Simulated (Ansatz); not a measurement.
MgH2 (rutile), frozen-phonon scan

MgH₂ (rutile)

```xyz
6
Lattice="4.5173 0.0000 0.0000 0.0000 4.5173 0.0000 0.0000 0.0000 3.0129" Properties=species:S:1:pos:R:3 pbc="T T T"
Mg     0.0000     0.0000     0.0000
Mg     2.2586     2.2586     1.5064
H      1.3751     1.3751     0.0000
H      3.6338     0.8835     1.5064
H      0.8835     3.6338     1.5064
H      3.1422     3.1422     0.0000
```

A phonon eigenvector at Γ is frozen into this cell: atom i moves by Q times the vector below, so Q is the largest atomic displacement, in Å. The cell is held.

```json
[
 {"atom": "H3", "x": "0.707", "y": "0.707", "z": "0.000"},
 {"atom": "H4", "x": "0.707", "y": "-0.707", "z": "0.000"},
 {"atom": "H5", "x": "-0.707", "y": "0.707", "z": "0.000"},
 {"atom": "H6", "x": "-0.707", "y": "-0.707", "z": "0.000"}
]
```

Atoms not listed stay in place.

Method: PBE (plane waves to 420 eV, PAW, scalar-relativistic; Ansatz, an electronic-structure program). k mesh 7×7×11 (Γ-centred), Fermi-Dirac smearing 0.05 eV. E stands for the smeared free energy. MgH2 was relaxed with its symmetry unable to fall. ΔE is measured from the undisplaced structure.

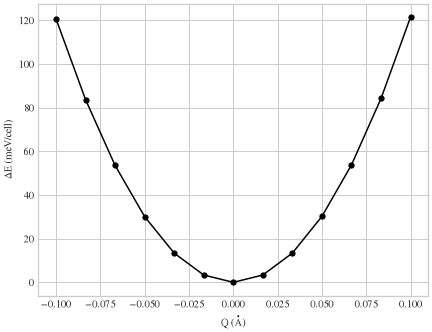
ΔE (meV/cell) against Q (Å); computed points joined by lines.

The energy at Q = 0.100 Å is 121.6 meV/cell. Harmonic wavenumber from the curvature (finite differences): 1275 cm⁻¹. Wavenumber by perturbation theory (DFPT, on another k mesh): 1274 cm⁻¹. Space group of the distorted cell: P4_2/mnm (No. 136), as undistorted: a fully symmetric mode. Shape of the curve: a single well with its minimum at or next to zero displacement.

E″ = 24.09 eV/Å², M = Σ mᵢ|uᵢ|² = 4.0 u, ν̃ = 521.5·√(|E″|/M).

(For displaced atoms, the force is minus the slope of the energy, and its curvature is a force constant, which sets phonon frequencies.)
